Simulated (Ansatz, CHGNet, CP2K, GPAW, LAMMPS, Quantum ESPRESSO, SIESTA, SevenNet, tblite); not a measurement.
# SIESTA runs on amorphous polyacrylonitrile (as short chains C14N4H18) at 400 K (108 atoms), part 2 of 2

How do the settings of SIESTA change the result for amorphous polyacrylonitrile (as short chains C14N4H18) at 400 K (108 atoms)? A plane-wave run serves as the yardstick.

Program: SIESTA 5.4.2; the method stands at each step. Banners, paths, timers and routine set-up lines are dropped from the logs unmarked, and long logs keep their key lines alone; longer cuts are marked. The potentials were converted by us to PSML.

So far. Step 2 (PBE, DZP, shift 0.01 Ry, mesh 500 Ry): Forces lie 78 % from the reference's, at 5.9 times its CPU time (on 2 against 8 cores). Step 3 (PBE, SZP, shift 0.01 Ry, mesh 500 Ry): Against the first run (78 %), the force difference from the reference is 205 %, at 0.82 times the CPU time, with 702 basis functions against 972: the smaller basis costs accuracy.

**4. PBE, DZP, shift 0.01 Ry, mesh 200 Ry**

Method: Kohn-Sham DFT, PBE, PseudoDojo 0.4.1 norm-conserving pseudopotentials (converted to PSML), numerical atomic orbitals (DZP), diagonalisation.

input.fdf reads:

```
SystemLabel cell
NumberOfAtoms 108
NumberOfSpecies 3
%block ChemicalSpeciesLabel
  1 6 C
  2 7 N
  3 1 H
%endblock ChemicalSpeciesLabel
LatticeConstant 1.0 Ang
%block LatticeVectors
  10.45608 0.00000 0.00000
  0.00000 10.45608 0.00000
  0.00000 0.00000 10.45608
%endblock LatticeVectors
PAO.BasisSize DZP
PAO.EnergyShift 0.01 Ry
XC.Functional GGA
XC.Authors PBE
MeshCutoff 200 Ry
%block kgrid_Monkhorst_Pack
  1 0 0 0.0
  0 1 0 0.0
  0 0 1 0.0
%endblock kgrid_Monkhorst_Pack
SolutionMethod diagon
OccupationFunction FD
ElectronicTemperature 580 K
SCF.Mixer.Method Pulay
SCF.Mixer.Weight 0.15
SCF.Mixer.History 8
SCF.Mix Hamiltonian
MaxSCFIterations 300
SCF.DM.Tolerance 1e-04
SCF.H.Tolerance 1.0e-3 eV
WriteForces T
Write.HirshfeldPop T
Write.VoronoiPop T
Write.DM F
Write.H F
XML.Write F
AtomicCoordinatesFormat Fractional
%block AtomicCoordinatesAndAtomicSpecies
[... 108 atom lines left out: the same atoms as in the first run ...]
%endblock AtomicCoordinatesAndAtomicSpecies
```

Started as:

```sh
$ OMP_NUM_THREADS=1 mpirun -np 2 siesta < input.fdf > output.txt
```

Output:

```text
Version         : 5.4.2
reinit: System Name:
reinit: System Label: cell
initatom: Reading input for the pseudopotentials and atomic orbitals ----------
Species number:   1 Atomic number:    6 Label: C
Species number:   2 Atomic number:    7 Label: N
Species number:   3 Atomic number:    1 Label: H
Ground state valence configuration (from tables):   2s02  2p02  3d00  4f00
Ground state valence configuration (from tables):   2s02  2p03  3d00  4f00
Ground state valence configuration (from tables):   1s01  2p00  3d00  4f00
---- Processing specs for species: C
[... lines left out ...]
        iscf     Eharris(eV)        E_KS(eV)     FreeEng(eV)     dDmax    Ef(eV) dHmax(eV)
[... lines left out ...]
SCF Convergence by DM+H criterion
[... lines left out ...]
SCF cycle converged after 12 iterations
[... lines left out ...]
   Max    4.068498
[... lines left out ...]
   Max    4.068498    constrained
Stress tensor Voigt[x,y,z,yz,xz,xy] (kbar):      -72.09      -73.03      -54.03       -6.89        7.52        1.95
[... lines left out ...]
siesta: FreeEng =    -11102.032102
[... lines left out ...]
siesta:         Fermi =      -6.415460
[... lines left out ...]
siesta:     0.004695   -0.004302   -0.033725
siesta: Cell volume =       1143.159138 Ang**3
siesta: Pressure (static):
siesta:                Solid            Molecule  Units
siesta:           0.00045126          0.00032057  Ry/Bohr**3
siesta:           0.04143315          0.02943375  eV/Ang**3
siesta:          66.38322524         47.15807257  kBar
    Orbital volume contribution        =          32.841223 eV
    (Free)E + p_basis*V_orbitals       =      -11069.190879 eV
    (Free)Eharris+ p_basis*V_orbitals  =      -11069.190879 eV
Hirshfeld Atomic Populations:
Atom #   charge [q] valence [e]  Species
     1    -0.078498    4.078498  C
     2    -0.025490    4.025490  C
     3     0.025100    3.974900  C
[...]
5    -0.169019    5.169019  N
[...]
9    -0.165729    5.165729  N
[...]
13    -0.164465    5.164465  N
[...]
19     0.023410    0.976590  H
    20     0.024578    0.975422  H
    21     0.014810    0.985190  H
[...]
--------------------
 Total    -0.000007
Voronoi Atomic Populations:
Atom #   charge [q] valence [e]  Species
[...]
85    -0.158722    5.158722  N
[...]
88     0.057177    3.942823  C
    89    -0.154175    5.154175  N
    90    -0.010561    4.010561  C
[...]
107     0.009422    0.990578  H
   108     0.017848    0.982152  H
--------------------
 Total    -0.000006
```

Wall time 31 s (2 MPI ranks of Arm Neoverse V2, shared host); peak memory 0.75 GiB; 61 s of CPU time.

Numbers from this run, and their distance from the reference:

| Property | Result |
| --- | --- |
| r.m.s. force component | 1.307 eV/Å |
| r.m.s. difference of force components | 740.9 meV/Å |
| longest difference of force vectors | 3196 meV/Å |
| force difference over r.m.s. force | 78.14 % |
| slope of forces against the reference's | 1.145 |
| correlation of force components | 0.8306 |
| gap (highest filled to lowest empty level) | 6.117 eV |
| gap difference | 0.1952 eV |
| pressure | 6.638 GPa |
| pressure difference | 3.844 GPa |
| energy less the same-level run's | 0.1134 meV/atom |
| r.m.s. force difference from the same-level run | 2.042 meV/Å |

This run lies far from the reference in forces at the same functional.

Against the first run (78 %), the force difference from the reference is 78 %, at 0.30 times the CPU time: the change moves forces by 2.0 meV/Å r.m.s., so most of the difference comes from elsewhere.

The difference per atom is largest on N (2.8 eV/Å on average, against 0.92 on C).

**5. The ladder**

Differences are against the plane-wave reference, forces as r.m.s. over components; share is that over the reference's r.m.s. force, slope the least-squares factor from reference forces to these. Total energies of different programs have different zeros and aren't compared.

```csv
run,"Δ force, r.m.s. (meV/Å)",share (%),slope,Δ pressure (GPa),Δ gap (eV),cores,CPU time,memory (GiB)
reference,-,-,-,-,-,8,34 s,1.2
"SIESTA PBE, DZP, shift 0.01 Ry, mesh 500 Ry",741,78.1,1.145,3.85,0.195,2,3.4 min,1.7
"SIESTA PBE, SZP, shift 0.01 Ry, mesh 500 Ry (coarse)",1947,205,1.300,9.95,0.307,2,2.7 min,1.6
"SIESTA PBE, DZP, shift 0.01 Ry, mesh 200 Ry",741,78.1,1.145,3.84,0.195,2,61 s,0.75
```

Rows marked coarse were listed beforehand as settings not expected to be converged; some can still land near the reference.

CPU time is summed over cores on a shared host, where runs went side by side, so it is rough. Symmetry, cutoffs, thresholds, outputs and thread counts weren't matched or tuned between programs; memory under MPI is the largest rank's times the ranks.

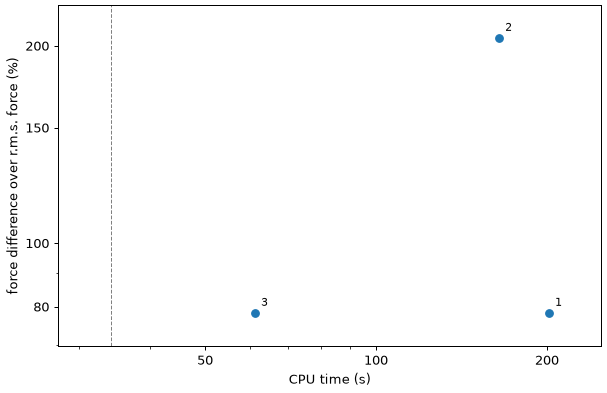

Force difference against CPU time; the dashed line marks the reference's time. Points: 1 SIESTA PBE, DZP, shift 0.01 Ry, mesh 500 Ry; 2 SIESTA PBE, SZP, shift 0.01 Ry, mesh 500 Ry; 3 SIESTA PBE, DZP, shift 0.01 Ry, mesh 200 Ry.

Mean charges by element (e), by run and scheme:

```csv
run,scheme,C,N,H
reference,Löwdin,-0.12,-0.20,+0.20
"SIESTA PBE, DZP, shift 0.01 Ry, mesh 500 Ry",Hirshfeld,+0.01,-0.17,+0.03
"SIESTA PBE, DZP, shift 0.01 Ry, mesh 200 Ry",Hirshfeld,+0.01,-0.17,+0.03
```

The reference's Löwdin charges lack the electrons that the projection spills, 0.032 e an atom on average.

Within one program, basis, potentials and functional, energies share a zero. Each run against its twin at the usual cutoff or grid and solver:

```csv
run,twin,Δ energy (meV/atom),"Δ force, r.m.s. (meV/Å)",CPU time over the twin's
"SIESTA PBE, DZP, shift 0.01 Ry, mesh 200 Ry","DZP, shift 0.01 Ry, mesh 500 Ry",0.113,2.04,0.30
```

**6. What came out**

```json
{"nearest in forces": "a tie at 78 % of 2 runs: SIESTA PBE, DZP, shift 0.01 Ry, mesh 500 Ry; SIESTA PBE, DZP, shift 0.01 Ry, mesh 200 Ry"}
```

In words: The PBE runs in local orbitals, coarse settings apart, differ by 78 % in each run; basis, grid and potentials can all enter, and differences of this size make the forces unusable. Runs with settings chosen to be coarse differ by 205 % (SIESTA PBE, SZP, shift 0.01 Ry, mesh 500 Ry), their programs' other errors included. None of the electronic-structure runs in the table takes under half the reference's CPU time of 34 s; they take 1.8 to 5.9 times as much. At the same functional, gaps differ from the reference's 5.92 eV by between +0.20 and +0.31 eV. In pressure, SIESTA PBE, SZP, shift 0.01 Ry, mesh 500 Ry misses by +10.0 GPa, at the same functional. Charges hang on scheme and program or settings: among these rows the mean for H runs from +0.03 to +0.20 e. The network of contacts between molecules at the start is that of the classical potential that made the cell, and needn't be the one that DFT or experiment would give. The reference's PBE has no dispersion term, which matters for the binding between molecules or layers. The density was typed from a rule of thumb and may lie off the real one at this temperature. The electronic-structure runs sample only Γ, in a cell whose shortest periodic width is 10 Å.

[Also dropped from logs without a mark: logging warnings of Python, and SIESTA's first energy breakdown and zero terms.]

[Logs are printed without paths, hosts, clocks, repeated set-up lines and the standing remarks that a program may print on its own settings, such as how far it seeks lower states.]

[Hosts, paths, dates, database ids (printed as entryN), source tags and the programs' standing remarks are cut or masked in the printed files.]
